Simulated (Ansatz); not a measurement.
**Br₂NSi (SMILES [N-]=[Si](Br)Br) (charge −1): density, localisation and related maps**

```xyz
4

Br    0.8018    0.7515   -3.2494
Br   -1.5407   -0.9029   -1.1589
N    -1.6389    2.6724   -1.4519
Si   -0.9950    1.2779   -1.8339
```

Geometry: B3LYP-D3(BJ)/def2-SVPD.

Theory: isolated molecule in a Gaussian basis; Kohn-Sham density functional theory, functional PBE0 in Ansatz 0.2.0.

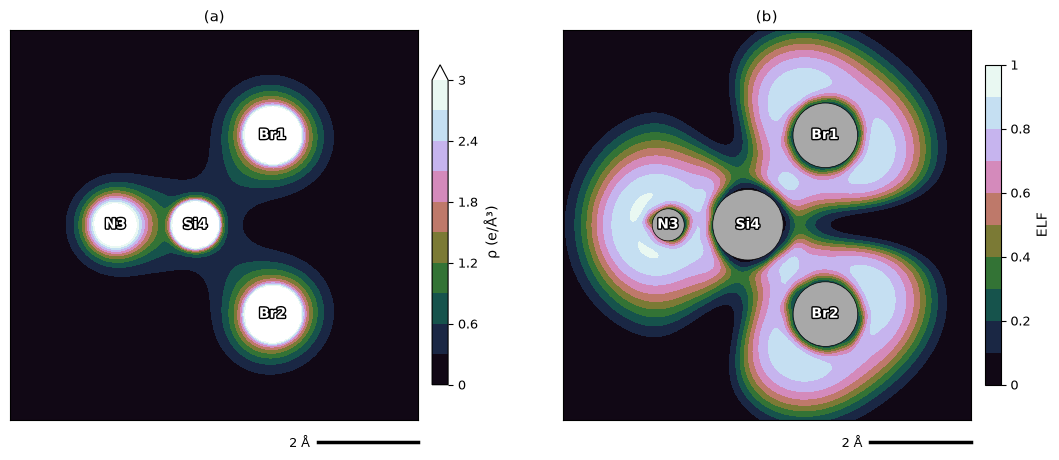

Figure 1. (a) total electron density; (b) ELF on the molecular plane. Grey discs cover the atomic cores in the ELF map.

> Describe what can be read from this map.

- The section cuts through Br, N and Si sites.
- Si–N (1.58 Å): ρ at the midpoint is about 1.3 e/Å³; the ELF peaks at about 0.80 in the valence shell of N, 0.6 Å from its nucleus, and is about 0.55 at the midpoint.
- Si–Br (2.35 Å): the density is about 0.61 e/Å³ at the midpoint, with its minimum of 0.49 e/Å³ about 0.9 Å from Si; the ELF peaks at about 0.80 between the atoms (a shared but strongly polarised pair).
- The ELF also peaks beside Br2, N3 and Br1, away from the bonds: lone-pair regions.

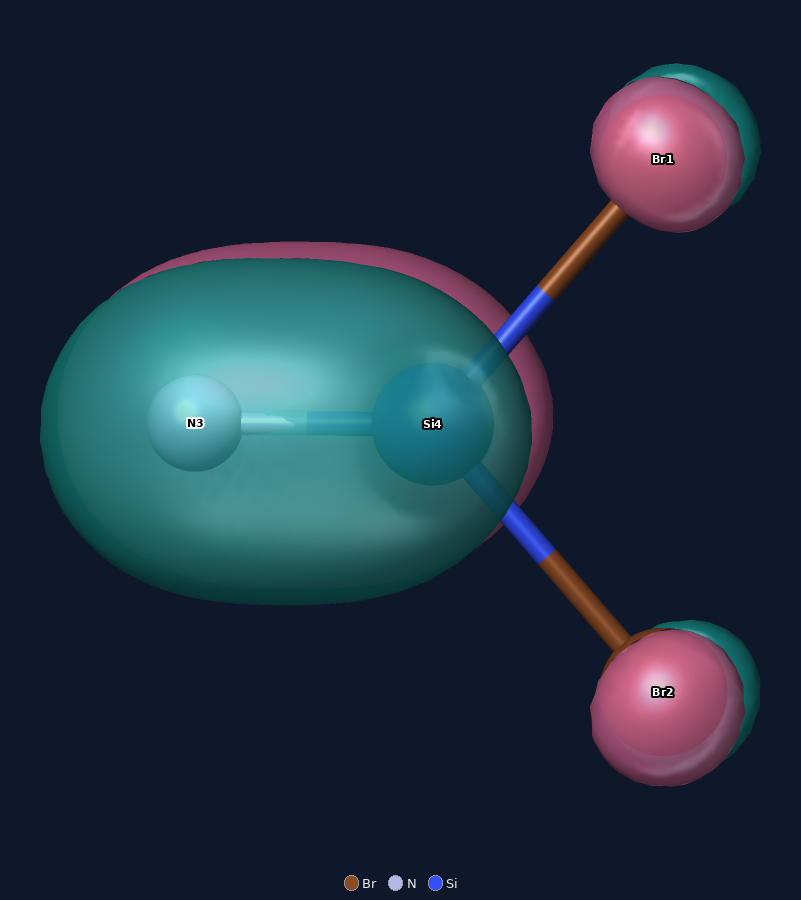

Figure 2. The HOMO−1 at ±0.1 Å⁻³ᐟ² (teal and pink are the two phases), seen across its widest extent.

> What is the character of this orbital?

It lies mainly on N3 (about 55 %) and Si4 (about 35 %); it changes sign across the molecular plane (π type); π-bonding across N3–Si4. Its energy is −2.11 eV.

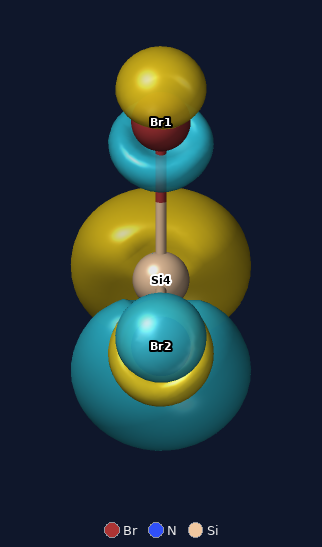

Figure 3. The HOMO at ±0.08 Å⁻³ᐟ² (yellow and cyan are the two phases), seen at an oblique angle.

> What is the character of this orbital?

By Hirshfeld shares it lies mainly on N3 (about 70 %) and Si4 (about 20 %); it is symmetric in the molecular plane (an in-plane orbital: σ, lone-pair or in-plane π type). Its energy is −1.62 eV.
